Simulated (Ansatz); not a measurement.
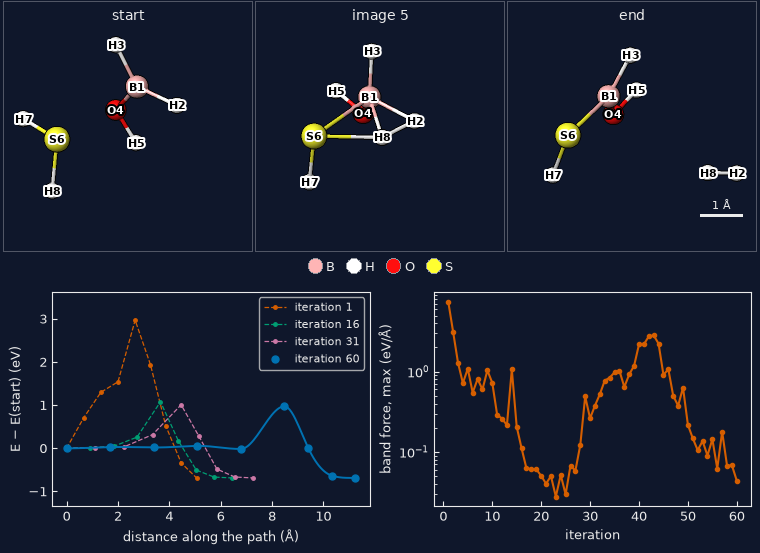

A nudged-elastic-band calculation for BH5SO, made up at the start of BH$_{3}$O and H2S. Images are numbered from 0 (start) to 8 (end). The plot follows the band through its iterations. The picture is a ball-and-stick view, seen from a free direction.

Method: Ansatz 0.2.0, RKS r2SCAN-D4/6-31G*. Set-up: 7 movable images; climbing image; force threshold 0.05 eV/Å; iteration limit 60; starting path through a guess of the saddle point.

Q: How did the profile develop, and is the result final?

A: The run is converged, with reservations. The band converged in 60 iterations. The largest component of the band force went from 7.5 to 0.044 eV/Å. The climbing image converged on the top of the path. Its vibrational analysis gives one imaginary mode (840i cm⁻¹), as a transition state must have. The first iteration put the highest image at 2.97 eV. Forward barrier 0.97 eV, backward barrier 1.66 eV, with image 5 at the top; the reaction energy is −0.69 eV. The profile has 3 maxima (images 1, 3, 5) with a dip at image 4 (−0.01 eV), so the process runs in steps.

Limits of the set-up: the start holds two separate molecules, 3.0 Å apart at their closest, whose relative position is a soft coordinate.

Cost: 17 min on 1 thread of Arm Neoverse V1, on a shared host, peak memory 0.11 GiB.
